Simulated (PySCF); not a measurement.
SMILES [CH2]C(C)=O (C3H5O), doublet at its B3LYP/def2-SVP optimised geometry (Å):

```
9

C      1.3316     0.4362     0.0000
C     -0.1130     0.4362     0.0000
C     -0.8319    -0.9047    -0.0002
O     -0.7367     1.4992     0.0000
H      1.9165    -0.4878    -0.0003
H      1.8492     1.3986     0.0002
H     -0.5562    -1.4972    -0.8884
H     -1.9165    -0.7349     0.0015
H     -0.5536    -1.4992     0.8858
```

Level of theory: unrestricted B3LYP/def2-TZVP in PySCF.

Map of the deformation density (molecule minus spherical neutral atoms) (e/bohr³) on the plane z = 0.6 Å:

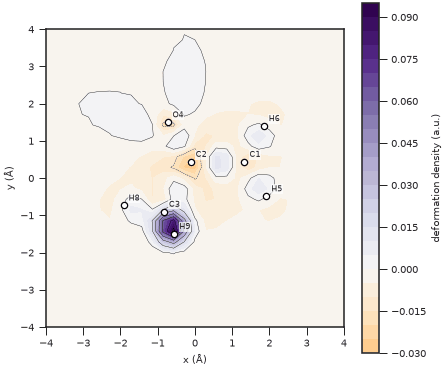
Fig. 1. Deformation density (molecule minus spherical neutral atoms) (e/bohr³) on the plane z = 0.6 Å.
